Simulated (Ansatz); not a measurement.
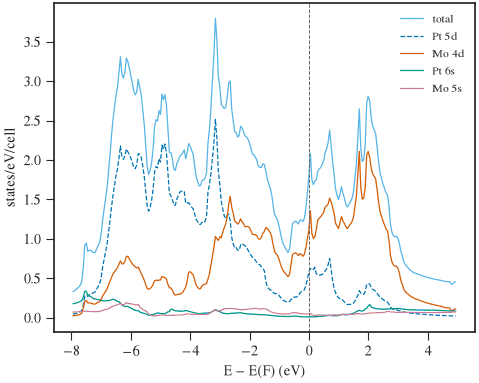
Figure: Total and projected density of states of MoPt (L1₀ or tetragonal B2, P4/mmm), the program Ansatz at the r²SCAN level (PAW)

Task: Which orbitals carry the states next to the Fermi level?

Result: Within 0.5 eV of the Fermi level: Mo 4d 65 %, Pt 5d 29 %. Projections are on Löwdin-orthogonalised atomic valence shells; empty p or d shells of many metals are not among them.

Task: Where is the tallest occupied peak in this window, and what makes it?

Result: Near -3.1 eV, about 3.8 states/eV per cell; the largest projected share is Pt 5d.

The start of the workflow was typed in or built on a structure type; neither database checked (COD, Materials Project) lists it. Whether it is the stable phase at ambient conditions was not checked. The r²SCAN relaxation kept the symmetry of its start; whether a distortion lowers the energy is not shown. No spin polarisation was allowed. Spin–orbit coupling is left out wherever it is not named.

Potentials: the later of the program's two PAW sets.
